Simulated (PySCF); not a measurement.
# C₂H₆AlFO₂: NMR shifts at several levels of theory, part 2 of 2

PySCF 2.14.0. Atoms count from 0. Earlier steps stand in the parts before.

## Step 9: Nuclear shieldings: PBE0/IGLO-III

The job: settings as JSON, then the geometry in Å.

```
{"job": {"kind": "nmr", "xc": "PBE0", "basis": "IGLO-III", "pop": true}, "charge": 0, "multiplicity": 1}
C     -2.390277    -0.675446     0.371287
O     -1.049234    -0.332532     0.250043
Al    -0.069471     1.031057     0.261390
F     -0.711120     2.536723     0.511881
O      1.585174     0.917843     0.015525
C      2.535697    -0.077771    -0.175575
H     -2.536840    -1.375867     1.212164
H     -3.044386     0.198367     0.545765
H     -2.745679    -1.181517    -0.543618
H      3.118664     0.118454    -1.092387
H      2.091786    -1.085789    -0.268864
H      3.248401    -0.101616     0.667742
```

Method: GIAO PBE0/IGLO-III NMR shielding, non-relativistic, gas phase.

Standard output:

```text
coarse grid: 10776 points
cycle   1  E = -572.1656041013  dE =  4.764e-01  |g| = 1.131e+00  |ddm| = 2.367e+00
cycle   2  E = -571.7885008929  dE =  3.771e-01  |g| = 1.865e+00  |ddm| = 1.567e+00
cycle   3  E = -572.3811783695  dE = -5.927e-01  |g| = 8.349e-02  |ddm| = 1.093e+00
cycle   4  E = -572.3816850720  dE = -5.067e-04  |g| = 6.923e-02  |ddm| = 5.504e-02
cycle   5  E = -572.3823701913  dE = -6.851e-04  |g| = 1.092e-02  |ddm| = 2.700e-02
cycle   6  E = -572.3823865965  dE = -1.641e-05  |g| = 1.444e-03  |ddm| = 4.521e-03
cycle   7  E = -572.3823869369  dE = -3.404e-07  |g| = 7.624e-04  |ddm| = 1.112e-03
final grid: 100560 points
cycle   8  E = -572.3912550719  dE = -8.314e-05  |g| = 1.125e-02  |ddm| = 3.928e-02
cycle   9  E = -572.3912350590  dE =  2.001e-05  |g| = 1.557e-02  |ddm| = 1.026e-02
cycle  10  E = -572.3912761394  dE = -4.108e-05  |g| = 1.708e-03  |ddm| = 6.355e-03
cycle  11  E = -572.3912766755  dE = -5.361e-07  |g| = 3.145e-04  |ddm| = 9.381e-04
cycle  12  E = -572.3912766960  dE = -2.042e-08  |g| = 7.992e-05  |ddm| = 1.688e-04
cycle  13  E = -572.3912766966  dE = -6.511e-10  |g| = 3.935e-05  |ddm| = 3.920e-05
cycle  14  E = -572.3912766968  dE = -2.254e-10  |g| = 3.612e-06  |ddm| = 1.423e-05
converged SCF energy = -572.3912766968

GIAO shielding tensors (ppm)
atom      isotropic    diamagn.    paramagn.     s11        s22        s33       span
  0 C      129.533     245.234    -115.701    100.415    104.234    183.951     83.536
  1 O      333.409     388.814     -55.405    294.581    346.529    359.117     64.535
  2 Al     498.968     803.288    -304.320    422.354    516.116    558.434    136.080
  3 F      392.776     471.944     -79.167    355.087    367.405    455.837    100.750
  4 O      336.273     365.139     -28.866    297.393    344.213    367.214     69.821
  5 C      129.458     247.858    -118.401    100.914    103.703    183.756     82.842
  6 H       27.642      27.761      -0.119     23.579     25.336     34.011     10.432
  7 H       27.446      27.665      -0.218     22.839     25.772     33.729     10.890
  8 H       27.634      28.075      -0.441     23.558     25.333     34.011     10.453
  9 H       27.698      27.784      -0.086     23.709     25.335     34.050     10.341
 10 H       27.537      31.649      -4.113     22.805     26.310     33.496     10.690
 11 H       27.672      27.742      -0.070     23.694     25.277     34.044     10.350
```

It took 33 s on 1 thread of Arm Neoverse V2, shared host; peak memory 0.96 GiB.

Key values: δ C0 54.3, O1 -7.7, Al2 -14.1, F3 -218.1, H6 3.77 ppm (means over like atoms).

## Step 10: Shielding tensors: PBE0/pcSseg-0

The job, as its differences from that of step 9:

```diff
@@ -1,2 +1,2 @@
-{"job": {"kind": "nmr", "xc": "PBE0", "basis": "IGLO-III", "pop": true}, "charge": 0, "multiplicity": 1}
+{"job": {"kind": "nmr", "xc": "PBE0", "basis": "pcSseg-0", "pop": true}, "charge": 0, "multiplicity": 1}
 C     -2.390277    -0.675446     0.371287
```

With the program's defaults for keys left out, this is: GIAO PBE0/pcSseg-0 NMR shielding, non-relativistic, gas phase.

Standard output:

```text
coarse grid: 10776 points
cycle   1  E = -571.0614379522  dE =  4.455e-01  |g| = 1.022e+00  |ddm| = 3.323e+00
cycle   2  E = -570.8752512669  dE =  1.862e-01  |g| = 1.454e+00  |ddm| = 2.006e+00
cycle   3  E = -571.2409780845  dE = -3.657e-01  |g| = 7.880e-02  |ddm| = 1.229e+00
cycle   4  E = -571.2416136366  dE = -6.356e-04  |g| = 5.428e-02  |ddm| = 9.691e-02
cycle   5  E = -571.2420598287  dE = -4.462e-04  |g| = 1.914e-03  |ddm| = 3.716e-02
cycle   6  E = -571.2420603757  dE = -5.471e-07  |g| = 9.999e-04  |ddm| = 2.404e-03
final grid: 100560 points
cycle   7  E = -571.2074633608  dE = -1.516e-05  |g| = 6.387e-03  |ddm| = 1.370e-02
cycle   8  E = -571.2074570180  dE =  6.343e-06  |g| = 8.908e-03  |ddm| = 1.011e-02
cycle   9  E = -571.2074705687  dE = -1.355e-05  |g| = 6.555e-04  |ddm| = 6.225e-03
cycle  10  E = -571.2074706646  dE = -9.591e-08  |g| = 4.571e-05  |ddm| = 6.165e-04
cycle  11  E = -571.2074706653  dE = -7.333e-10  |g| = 1.117e-05  |ddm| = 8.713e-05
converged SCF energy = -571.2074706653

GIAO shielding tensors (ppm)
atom      isotropic    diamagn.    paramagn.     s11        s22        s33       span
  0 C      137.524     238.405    -100.881    109.783    114.184    188.604     78.821
  1 O      365.820     406.815     -40.994    300.405    394.447    402.610    102.205
  2 Al     480.136     793.742    -313.606    411.472    494.521    534.415    122.943
  3 F      411.226     475.945     -64.719    365.332    398.618    469.728    104.396
  4 O      365.018     407.004     -41.985    298.636    392.927    403.492    104.857
  5 C      137.149     241.772    -104.622    110.123    113.170    188.156     78.033
  6 H       28.718      26.950       1.768     24.069     26.402     35.684     11.615
  7 H       28.906      27.124       1.782     24.020     27.141     35.557     11.537
  8 H       28.724      27.066       1.657     24.061     26.413     35.697     11.636
  9 H       28.678      27.599       1.079     24.103     26.234     35.696     11.593
 10 H       28.863      28.810       0.053     23.652     27.741     35.197     11.546
 11 H       28.719      27.610       1.109     24.190     26.250     35.716     11.526
```

It took 4.8 s on 1 thread of Arm Neoverse V2, shared host; peak memory 0.43 GiB.

Key values: δ C0 56.2, O1 -27.6, Al2 -4.2, F3 -232.9, H6 4.06 ppm (means over like atoms).

## Step 11: Nuclear shieldings: PBE0/pcSseg-2

The job, as its differences from that of step 10:

```diff
@@ -1,2 +1,2 @@
-{"job": {"kind": "nmr", "xc": "PBE0", "basis": "pcSseg-0", "pop": true}, "charge": 0, "multiplicity": 1}
+{"job": {"kind": "nmr", "xc": "PBE0", "basis": "pcSseg-2", "pop": true}, "charge": 0, "multiplicity": 1}
 C     -2.390277    -0.675446     0.371287
```

Method: GIAO PBE0/pcSseg-2 NMR shielding, non-relativistic, gas phase.

Standard output:

```text
coarse grid: 10776 points
cycle   1  E = -572.1745630295  dE =  4.766e-01  |g| = 1.129e+00  |ddm| = 2.425e+00
cycle   2  E = -571.8074462640  dE =  3.671e-01  |g| = 1.834e+00  |ddm| = 1.464e+00
cycle   3  E = -572.3908348909  dE = -5.834e-01  |g| = 8.607e-02  |ddm| = 9.893e-01
cycle   4  E = -572.3915030533  dE = -6.682e-04  |g| = 6.510e-02  |ddm| = 5.740e-02
cycle   5  E = -572.3921165536  dE = -6.135e-04  |g| = 1.121e-02  |ddm| = 2.787e-02
cycle   6  E = -572.3921345458  dE = -1.799e-05  |g| = 1.360e-03  |ddm| = 5.319e-03
cycle   7  E = -572.3921348740  dE = -3.283e-07  |g| = 6.846e-04  |ddm| = 1.170e-03
final grid: 100560 points
cycle   8  E = -572.3909867125  dE = -7.989e-05  |g| = 1.070e-02  |ddm| = 2.248e-02
cycle   9  E = -572.3909677655  dE =  1.895e-05  |g| = 1.506e-02  |ddm| = 1.027e-02
cycle  10  E = -572.3910071354  dE = -3.937e-05  |g| = 1.508e-03  |ddm| = 6.287e-03
cycle  11  E = -572.3910075995  dE = -4.641e-07  |g| = 1.919e-04  |ddm| = 8.860e-04
cycle  12  E = -572.3910076063  dE = -6.798e-09  |g| = 7.415e-05  |ddm| = 1.449e-04
cycle  13  E = -572.3910076070  dE = -7.252e-10  |g| = 2.909e-05  |ddm| = 4.136e-05
converged SCF energy = -572.3910076070

GIAO shielding tensors (ppm)
atom      isotropic    diamagn.    paramagn.     s11        s22        s33       span
  0 C      129.015     234.451    -105.436     99.648    103.690    183.708     84.060
  1 O      334.337     397.767     -63.429    294.413    347.890    360.707     66.294
  2 Al     493.301     794.531    -301.230    418.876    508.677    552.351    133.475
  3 F      392.069     467.623     -75.554    352.317    366.959    456.931    104.614
  4 O      337.255     392.243     -54.989    297.511    344.693    369.560     72.049
  5 C      128.926     237.294    -108.368    100.159    103.100    183.520     83.361
  6 H       27.483      27.447       0.036     23.394     25.128     33.928     10.535
  7 H       27.338      27.542      -0.203     22.823     25.573     33.618     10.795
  8 H       27.478      27.702      -0.225     23.376     25.127     33.929     10.553
  9 H       27.523      27.637      -0.114     23.516     25.084     33.971     10.455
 10 H       27.416      30.207      -2.791     22.748     26.154     33.346     10.598
 11 H       27.511      27.564      -0.053     23.513     25.055     33.965     10.453
```

Run time: 41 s. Hardware: 1 thread of Arm Neoverse V2, shared host; peak memory 1.2 GiB.

In short: δ C0 55.2, O1 -7.6, Al2 -8.1, F3 -216.3, H6 3.79 ppm (means over like atoms).

## Step 12: Comparing the runs: NMR shifts

Shifts (ppm), means over like atoms, with basis size and wall time:

```tsv
run	C0	H6	O1	Al2	F3	functions	time
PBE0/6-31G*	51.7	3.75	-11.5	2.5	-180.6	100	7.4 s
PBE0/6-311+G(2d,p)	52.4	3.76	-8.2	-5.0	-221.8	206	20 s
PBE0/def2-SVP	50.3	3.57	2.9	-12.4	-169.4	118	8.6 s
PBE0/def2-TZVP	53.3	3.74	-0.4	-8.3	-205.9	228	23 s
PBE0/cc-pVDZ	51.3	3.71	10.3	-2.4	-179.4	118	9.3 s
PBE0/cc-pVTZ	53.0	3.73	0.1	2.4	-202.1	268	32 s
PBE0/aug-cc-pVDZ	51.0	3.85	-1.9	-7.4	-206.7	196	20 s
PBE0/IGLO-III	54.3	3.77	-7.7	-14.1	-218.1	279	33 s
PBE0/pcSseg-0	56.2	4.06	-27.6	-4.2	-232.9	70	4.8 s
PBE0/pcSseg-2	55.2	3.79	-7.6	-8.1	-216.3	307	41 s
```

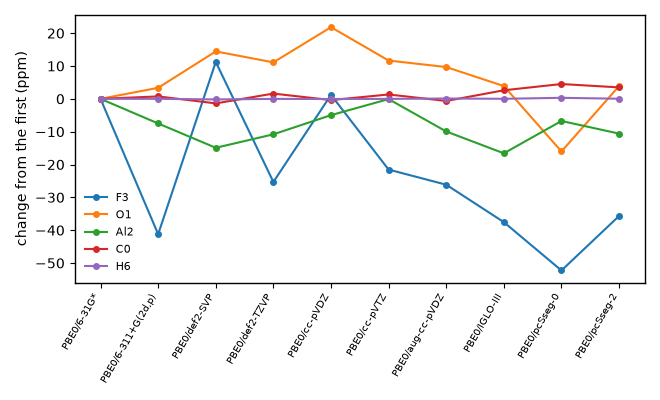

How the tabulated atoms move from run to run.

## Step 13: Results

This closing draws on all 2 parts.

| quantity | value |
| --- | --- |
| 13C shifts against TMS (PBE0/6-31G*, means over atoms taken as alike) | 51.7 ppm |
| 1H shifts against TMS (PBE0/6-31G*, means over atoms taken as alike) | 3.75 ppm |
| 17O shifts against H2O (PBE0/6-31G*, means over atoms taken as alike) | -11.5 ppm |
| 27Al shifts against AlH4- (PBE0/6-31G*) | 2.5 ppm |
| 19F shifts against CFCl3 (PBE0/6-31G*) | -180.6 ppm |
| range of the shift of F3 | -232.9 to -169.4 ppm |

**Reading.** Single values in the summary come from the first sound run of each kind (PBE0/6-31G*), which need not be the best level. At PBE0/6-31G*: Shielding is most anisotropic at F3 (span 132 ppm, paramagnetic term -88 ppm). In ppm, F3 moves most: its shift spreads over 63.5 ppm, from -232.9 (PBE0/pcSseg-0) to -169.4 (PBE0/def2-SVP). Part of that comes from the computed reference.
